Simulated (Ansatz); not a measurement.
**CCSD/cc-pVDZ run of GeSiH5Cl (SMILES Cl[SiH2][GeH3])**

What is the vertical singlet–triplet gap of GeSiH5Cl at CCSD/cc-pVDZ? 

The results are computed with Ansatz 0.2.0.

62 further runs of the same task are left out: 62 set aside as unsound or not needed.

## 1. The molecule

GeSiH5Cl has 8 atoms, charge 0, and is taken as a singlet. SMILES: `Cl[SiH2][GeH3]`. Geometry: relaxed at PBE0-D4/def2-TZVP.

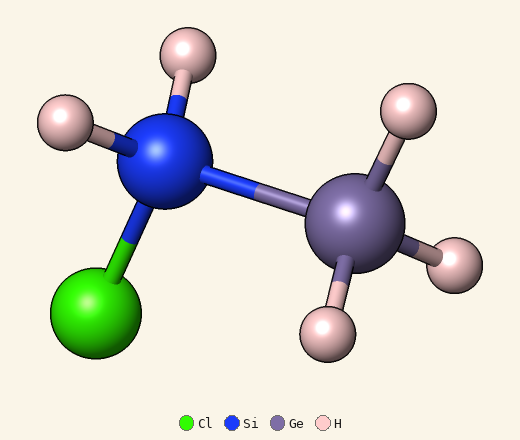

Viewed from a chosen angle; chlorine green, silicon blue, germanium purple, hydrogen pink.

## 2. The energy at CCSD/cc-pVDZ

Contents of input.yaml:

```yaml
crystal:
  periodic: [false, false, false]
  atoms:
    - {symbol: Cl, position_ang: [-2.290300, 1.217200, -0.310600]}
    - {symbol: Si, position_ang: [-0.414100, 0.602600, -0.906900]}
    - {symbol: Ge, position_ang: [0.581500, -0.662200, 0.842700]}
    - {symbol: H, position_ang: [-0.573600, -0.206400, -2.140800]}
    - {symbol: H, position_ang: [0.380700, 1.815700, -1.222200]}
    - {symbol: H, position_ang: [0.711200, 0.201700, 2.106100]}
    - {symbol: H, position_ang: [1.981500, -1.135500, 0.415600]}
    - {symbol: H, position_ang: [-0.284600, -1.890300, 1.160200]}
basis:
  gaussian: {orbitals: cc-pVDZ}
correlation: {method: ccsd, frozen_orbitals: {Cl: 5, Ge: 9, H: 0, Si: 5}}
accuracy: high
scf: {omitted_lower_state_checks: [cluster_reference, increment]}
```

Started as:

```bash
$ ansatz run input.yaml --threads 1 --pin off --max-ram 3480MiB --events-out events.jsonl --progress --plain --runs-dir runs
```

The log of the run (excerpt; [...] marks lines left out):

```text
Warning: RAYON_NUM_THREADS=1 ignored (pool sized by the plan → 1); use --threads N
Functional definition: HF
  name "HF"
[...]
2044 factors; integrals over basis functions are off by at most 4.4e-9 eV
[...]
mean field -76919.02065385 eV, -2826.7218714443 hartree, gradient 1.7e-8 eV, S^2 0.000000; 0 other end points of the search recorded, 0 dependent functions left out
19 core orbitals not correlated: weight in the atoms' cores, before any rotation towards them, 1.000 or more for the frozen orbitals, at most 0.000 for the correlated occupied ones
reference -76919.02065385 eV, -2826.7218714443 hartree; 15, 15 occupied and 54, 54 virtual orbitals, 2044 factors
second order -9.66744000 eV of doubles, -0.00000000 eV of singles
cycle   1  -10.71211190 eV  change    -1.0e0 eV  update   8.0e-2
[...]
cycle  19  -11.12256322 eV  change   1.6e-10 eV  update   2.1e-9
Total energy: -76930.14321707 eV, -2827.1306181034 hartree
Checks for a lower state left out: cluster_reference, increment
```

Run time: 17 s. Hardware: 1 thread of Arm Neoverse V1, shared host; peak memory 0.44 GiB.

## 3. The triplet

Contents of job.yaml:

```yaml
crystal:
  periodic: [false, false, false]
  atoms:
    - {symbol: Cl, position_ang: [-2.290300, 1.217200, -0.310600]}
    - {symbol: Si, position_ang: [-0.414100, 0.602600, -0.906900]}
    - {symbol: Ge, position_ang: [0.581500, -0.662200, 0.842700]}
    - {symbol: H, position_ang: [-0.573600, -0.206400, -2.140800]}
    - {symbol: H, position_ang: [0.380700, 1.815700, -1.222200]}
    - {symbol: H, position_ang: [0.711200, 0.201700, 2.106100]}
    - {symbol: H, position_ang: [1.981500, -1.135500, 0.415600]}
    - {symbol: H, position_ang: [-0.284600, -1.890300, 1.160200]}
basis:
  gaussian: {orbitals: cc-pVDZ}
correlation: {method: ccsd, frozen_orbitals: {Cl: 5, Ge: 9, H: 0, Si: 5}}
scf: {omitted_lower_state_checks: [cluster_reference, increment]}
magnetization: {spin_polarized: true, initial_magnetization: 2}
accuracy: high
```

Started as:

```bash
$ ansatz run job.yaml --threads 1 --pin off --max-ram 3480MiB --events-out events.jsonl --progress --plain --runs-dir runs
```

The log of the run (excerpt; [...] marks lines left out):

```text
Warning: RAYON_NUM_THREADS=1 ignored (pool sized by the plan → 1); use --threads N
[... 2 set-up lines as earlier in the session ...]
[...]
2044 factors; integrals over basis functions are off by at most 4.4e-9 eV
[...]
mean field -76912.66458332 eV, -2826.4882901604 hartree, gradient 2.8e-8 eV, S^2 2.011337; 10 other end points of the search recorded, 0 dependent functions left out
19 core orbitals not correlated: weight in the atoms' cores, before any rotation towards them, 1.000 or more for the frozen orbitals, at most 0.000 for the correlated occupied ones
reference -76912.66458332 eV, -2826.4882901604 hartree; 16, 14 occupied and 53, 55 virtual orbitals, 2044 factors
second order -9.59184419 eV of doubles, -0.00000000 eV of singles
cycle   1  -10.60271933 eV  change    -1.0e0 eV  update   9.9e-2
[...]
cycle  36  -11.13541122 eV  change   4.0e-10 eV  update   2.6e-9
Total energy: -76923.79999454 eV, -2826.8975089749 hartree
Checks for a lower state left out: cluster_reference, increment
```

Run time: 98 s. Hardware: 1 thread of Arm Neoverse V1, shared host; peak memory 0.79 GiB.

## 4. Summary of results

At CCSD/cc-pVDZ, 19 core orbitals frozen:

| quantity | value |
| --- | --- |
| singlet: total energy | -2827.13062 Eh |
| singlet: correlation energy (19 core orbitals frozen) | -408.7 mEh |
| singlet: T1 diagnostic | 0.009 |
| triplet: total energy | -2826.89751 Eh |
| triplet: correlation energy (19 core orbitals frozen) | -409.2 mEh |
| triplet: ⟨S²⟩ of the reference determinant | 2.011 |
| triplet: T1 diagnostic | 0.027 |
| vertical energy of the triplet above the singlet | 6.343 eV |

In words: At this shape the triplet lies 6.34 eV (146 kcal/mol) above the singlet.
